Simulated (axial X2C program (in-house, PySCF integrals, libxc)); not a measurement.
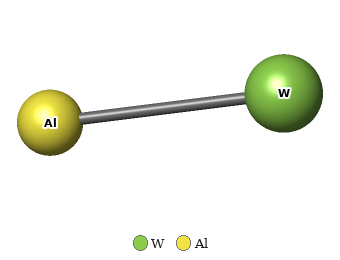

*The molecule at the reference distance of 2.624 Å.*

# Relativistic diatomic calculation for WAl

System: WAl, single determinant with Ω = 3/2 (not the lowest found). The distance is the PBE0 minimum at charge 0.
Method: expectation values, HF and Kohn-Sham, two-component X2C with atomic mean-field Coulomb and Gaunt terms, W dyall-cv3z, Al dyall-v3z (cores contracted) (axial X2C program (in-house, PySCF integrals, libxc)).

### Output
```
two-component X2C + atomic mean field  PBE0
basis functions 234  fitting functions 1200  grid points 5080
iter        total energy     max residual
   1     -16384.882620226     5.19e+00
   2     -16384.937730362     1.47e-03
   3     -16384.937738491     7.87e-04
   4     -16384.937750070     3.11e-04
   5     -16384.937750412     1.99e-04
   6     -16384.937750833     5.16e-05
   7     -16384.937750899     2.21e-05
   8     -16384.937750909     7.61e-06
   9     -16384.937750913     3.06e-06
  10     -16384.937750913     1.10e-06
converged
one-electron -22862.06210198  Coulomb 6644.25417249  exact exchange -85.38749190  xc functional -261.71201076  nuclear repulsion 194.00475492  atomic mean-field constant -14.03507367
```

### Expectation values by level of theory

```tsv
quantity	PBE0	HF	TPSSh	BHandHLYP	B3LYP
effective field for an electron dipole moment (GV/cm)	−7.75	2.22	−8.55	−5.73	−10.1
field gradient at the first nucleus (a.u.)	0.0856	−0.242	0.145	0.0912	0.123
field gradient at the second nucleus (a.u.)	−0.0410	−0.110	−0.0602	−0.0788	−0.0714
A∥/gI, first nucleus (MHz)	4020	3220	3930	3950	4120
A∥/gI, second nucleus (MHz)	15.2	−32.2	23.7	12.9	29.5
```

Each column comes from one determinant with 3 or more unpaired spinors, which can mix states, in a basis with contracted cores. The levels disagree widely: the effective field runs from −10.1 to 2.22 GV/cm, A∥/gI at the second nucleus runs from −32.2 to 29.5 MHz and the field gradient at the first nucleus runs from −0.242 to 0.145 a.u. They may not all have settled in the same state, and these values aren't reliable properties of the molecule.

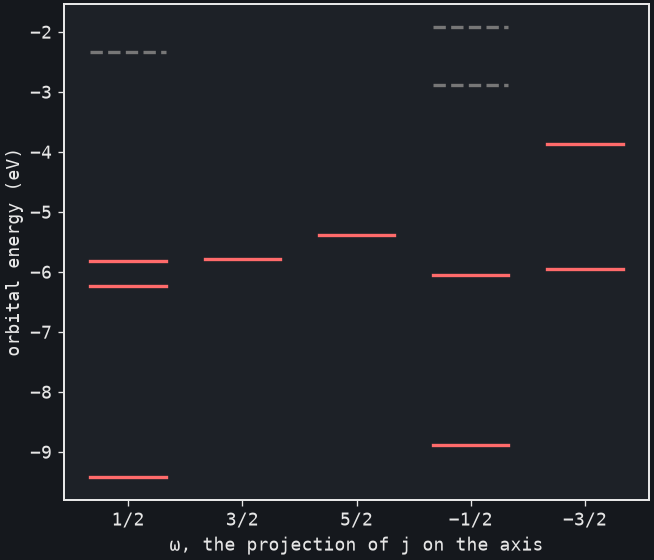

*Orbital energies (PBE0) near the frontier at 2.62 Å, filled (solid) and empty (dashed).*

The highest filled spinor (−3/2; 62 % Al p, 25 % W d) lies at −3.87 eV, the lowest empty one (−1/2; 52 % Al p, 33 % W s) at −2.89 eV.

### The input
```
{"zs": [74, 13], "q": 0, "bas": ["dyall-cv3z", "dyall-v3z"], "r0": 2.63, "levels": ["PBE0", "HF", "TPSSh", "BHandHLYP", "B3LYP"], "nst": 3}
```

The line is the task of a batch: nuclear charges, charge, bases, the levels to run, a first guess of the distance and further settings. This report covers the levels named above. The log is that of the reference distance.

Launched within a batch (the task file carries these settings):
```bash
python <driver script> task.json out
```

### Results in brief

```
   quantity                                                                 value
    outcome                       converged; the levels of theory disagree widely
   hardware  1 thread of Arm Neoverse N1, 98 GiB of memory available, shared host
  wall time                                                                  12 s
peak memory                                                              0.44 GiB
```
